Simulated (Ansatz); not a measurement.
Breaking the Si1–H2 bond in SiH2 (SMILES [SiH2]) (multiplicity 1 held, fragments rigid). Energies count from the point at 1.523 Å.
Geometry at that point (charge 0, multiplicity 1):
| atom | x (Å) | y (Å) | z (Å) |
|---|---|---|---|
| Si | 0.0142 | -0.0009 | 0.1321 |
| H | -0.1123 | -1.0850 | -0.9304 |
| H | -0.0862 | 1.0971 | -0.9190 |

Unrestricted levels (U-) break spin symmetry where that is lower. Active spaces are followed from a long bond inwards. Full CI gives the lowest state of the spin. Levels need not reach the same state.

Frozen-core correlation.

Codes used: Ansatz (an electronic-structure program). 

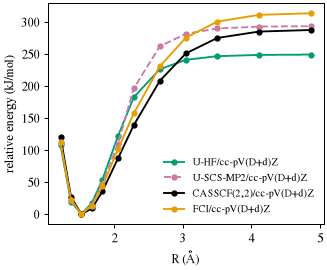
Figure: Relative energy along the coordinate

### Question
Order the other curves in the same basis by their non-parallelity to FCI/cc-pV(D+d)Z (largest less smallest deviation, whatever its cause), smallest first.

### Answer
CASSCF(2,2)/cc-pV(D+d)Z (34 kJ/mol), U-SCS-MP2/cc-pV(D+d)Z (59 kJ/mol), U-HF/cc-pV(D+d)Z (90 kJ/mol)

Doubts at one or more of the structures used: a spin-contaminated determinant (U-HF/cc-pV(D+d)Z, U-SCS-MP2/cc-pV(D+d)Z).
